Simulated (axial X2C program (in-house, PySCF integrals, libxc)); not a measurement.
**ClSi⁻: properties at the nuclei**

Aim: properties at the nuclei of ClSi⁻, with spin–orbit coupling in the Hamiltonian from the start.

Program: an in-house X2C program for linear molecules on PySCF integrals. Level of theory: two-component X2C with atomic mean-field terms, Cl dyall-av3z, Si dyall-av3z. These are calculated values, not measurements.

**1. The job**

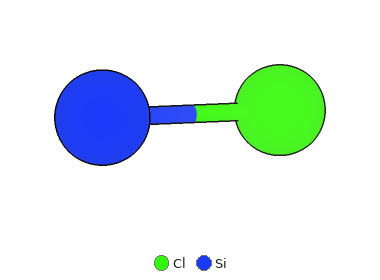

The two atoms at 2.150 Å (chlorine green, silicon blue).

task.json reads:

```json
{"zs": [17, 14], "q": -1, "bas": ["dyall-av3z", "dyall-av3z"], "r0": 2.15, "levels": ["PBE0", "HF", "BHandHLYP", "PBE50", "B3LYP"], "nst": 3}
```

Keys: zs atomic numbers; q charge; bas basis sets; r0 starting distance in Å; levels methods (HF also brings MP2); nst determinants followed.

On the command line:

```
python soeom.py task.json out
```

Nuclei are Gaussian, cores are contracted, and the Gaunt term is on.

**2. Expectation values, lowest determinant**

R = 2.248 Å. State: Ω = 1 (excess of +ω over −ω: ω = -1/2, ω = 3/2).

Output of the PBE0 run:

```text
two-component X2C + atomic mean field  PBE0
basis functions 124  fitting functions 650  grid points 4358
iter        total energy     max residual
   1       -751.400604981     1.19e-05
   2       -751.400604981     1.15e-05
   3       -751.400604984     5.88e-07
   4       -751.400604984     4.02e-07
converged
one-electron -1157.62150610  Coulomb 399.54043399  exact exchange -12.05346076  xc functional -37.17854219  nuclear repulsion 56.02498941  atomic mean-field constant -0.11251935
```

The highest occupied spinor is 80% Si p, 7% Cl d, 7% Cl p.

| level | Eeff magnitude (GV/cm) | Ws magnitude Cl (kHz) | A∥/gI Cl (MHz) | qzz Cl (a.u.) | A∥/gI Si (MHz) | qzz Si (a.u.) |
| --- | --- | --- | --- | --- | --- | --- |
| PBE0 | 0.0293 | 0.00129 | -15 | 1.54 | -126 | 0.64 |
| HF | 0.052 | 0.00392 | 8.9 | 1.46 | -89.7 | 0.73 |
| BHandHLYP | 0.0239 | 0.000895 | -6.75 | 1.46 | -96.6 | 0.74 |
| PBE50 | 0.0333 | 0.000154 | -8.07 | 1.53 | -119 | 0.70 |
| B3LYP | 0.0205 | 0.000884 | -15.4 | 1.48 | -98.9 | 0.68 |

Eeff is the effective electric field on the electron dipole moment in this Ω state and Ws the scalar–pseudoscalar constant (defined with the proton number Z and per Ω); A∥ is the parallel hyperfine constant, which follows by multiplying with the nuclear g factor gI = μI/(I μN); qzz is the electric field gradient, eQq0 = 234.96 MHz × Q/barn × qzz. The operators were transformed with the bare-nucleus X2C matrices.

**3. Expectation values, a higher determinant**

R = 2.248 Å. State: Ω = 0 (closed shell), 0.72 eV above the lowest in the PBE0 search for states (made at or near this distance, with looser thresholds).

Output of the PBE0 run:

```text
two-component X2C + atomic mean field  PBE0
basis functions 124  fitting functions 650  grid points 4358
iter        total energy     max residual
   1       -751.374299299     1.34e-05
   2       -751.374299299     1.53e-05
   3       -751.374299304     8.06e-07
   4       -751.374299304     4.84e-07
converged
one-electron -1157.28458504  Coulomb 399.17878942  exact exchange -12.03818970  xc functional -37.14278405  nuclear repulsion 56.02498941  atomic mean-field constant -0.11251935
```

The highest occupied spinor is 82% Si p, 7% Cl d, 6% Cl p.

| level | qzz Cl (a.u.) | qzz Si (a.u.) |
| --- | --- | --- |
| PBE0 | 1.50 | 0.57 |
| HF | 1.43 | 0.62 |
| BHandHLYP | 1.46 | 0.63 |
| PBE50 | 1.50 | 0.62 |
| B3LYP | 1.46 | 0.58 |

**4. Expectation values, a higher determinant**

R = 2.248 Å. State: Ω = 2 (excess of +ω over −ω: ω = 1/2, ω = 3/2), 0.73 eV above the lowest in the PBE0 search for states (made at or near this distance, with looser thresholds).

Output of the PBE0 run:

```text
two-component X2C + atomic mean field  PBE0
basis functions 124  fitting functions 650  grid points 4358
iter        total energy     max residual
   1       -751.373601377     2.14e-05
   2       -751.373601387     2.15e-05
   3       -751.373601396     5.53e-06
   4       -751.373601399     3.50e-06
   5       -751.373601400     8.33e-07
converged
one-electron -1157.27502366  Coulomb 399.16959728  exact exchange -12.03811924  xc functional -37.14252585  nuclear repulsion 56.02498941  atomic mean-field constant -0.11251935
```

The highest occupied spinor is 82% Si p, 7% Cl d, 6% Cl p.

| level | Eeff magnitude (GV/cm) | Ws magnitude Cl (kHz) | A∥/gI Cl (MHz) | qzz Cl (a.u.) | A∥/gI Si (MHz) | qzz Si (a.u.) |
| --- | --- | --- | --- | --- | --- | --- |
| PBE0 | 0.00122 | 0.00012 | 48.4 | 1.50 | 170 | 0.57 |
| HF | 0.00242 | 0.00025 | 37.1 | 1.44 | 170 | 0.61 |
| BHandHLYP | 0.00171 | 0.000171 | 43.6 | 1.47 | 176 | 0.62 |
| PBE50 | 0.00158 | 0.000155 | 43.8 | 1.50 | 173 | 0.61 |
| B3LYP | 0.00129 | 0.000128 | 49.1 | 1.47 | 173 | 0.57 |

**5. What came out**

```
                                        quantity                                            value
                              lowest determinant  Ω = 1 (excess of +ω over −ω: ω = -1/2, ω = 3/2)
                    Eeff magnitude (GV/cm), PBE0                                           0.0293
                     Ws magnitude Cl (kHz), PBE0                                          0.00129
                            A∥/gI Cl (MHz), PBE0                                              -15
                             qzz Cl (a.u.), PBE0                                             1.54
                              higher determinant                             Ω = 0 (closed shell)
         qzz Cl (a.u.), PBE0, higher determinant                                             1.50
         qzz Si (a.u.), PBE0, higher determinant                                             0.57
                              higher determinant   Ω = 2 (excess of +ω over −ω: ω = 1/2, ω = 3/2)
Eeff magnitude (GV/cm), PBE0, higher determinant                                          0.00122
 Ws magnitude Cl (kHz), PBE0, higher determinant                                          0.00012
        A∥/gI Cl (MHz), PBE0, higher determinant                                             48.4
         qzz Cl (a.u.), PBE0, higher determinant                                             1.50
```

What this shows: In the first state, the effective field runs from 0.0205 to 0.052 GV/cm over the mean-field levels, so the levels don't agree on it. The expectation values come from single determinants, which for open shells can mix terms of unlike spin or miss the lowest Ω, so a determinant need not be a state. Eeff is the effective electric field on the electron dipole moment in this Ω state and Ws the scalar–pseudoscalar constant (defined with the proton number Z and per Ω); A∥ is the parallel hyperfine constant, which follows by multiplying with the nuclear g factor gI = μI/(I μN); qzz is the electric field gradient, eQq0 = 234.96 MHz × Q/barn × qzz. The operators were transformed with the bare-nucleus X2C matrices.
